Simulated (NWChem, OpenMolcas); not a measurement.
How basis sets differ on BCl2F (SMILES FB(Cl)Cl)

BCl2F: 4 atoms, total charge 0, spin state singlet. SMILES: `FB(Cl)Cl`. Geometry: relaxed at PBE0-D4/def2-TZVP.

Quantity: the HOMO–LUMO gap, in eV. The values are calculated.

```csv
level,kind,program,value (eV),CPU time
HF/ANO-S-MB,Hartree–Fock,OpenMolcas,14.82,3.3 s
HF/STO-3G,Hartree–Fock,NWChem,17.23,1.8 s
HF/3-21G,Hartree–Fock,OpenMolcas,15.84,2.2 s
HF/def2-SVP,Hartree–Fock,OpenMolcas,15.97,3.6 s
HF/6-311+G**,Hartree–Fock,OpenMolcas,14.17,13 s
HF/def2-TZVP,Hartree–Fock,OpenMolcas,15.72,32 s
HF/def2-TZVPP,Hartree–Fock,OpenMolcas,15.72,38 s
```

The values span 14.17 to 17.23 eV. A Hartree–Fock LUMO above zero doesn't converge with the basis: it sinks as sets grow more diffuse. Orbital gaps aren't excitation energies. Times are those of the runs behind each value, whatever else they computed, on shared processors of several kinds: orders of magnitude only.

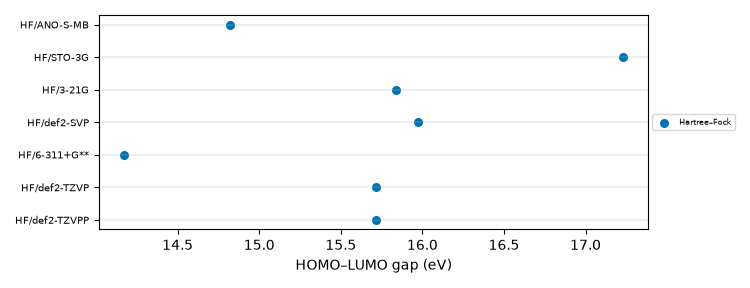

The values of the table, level by level.
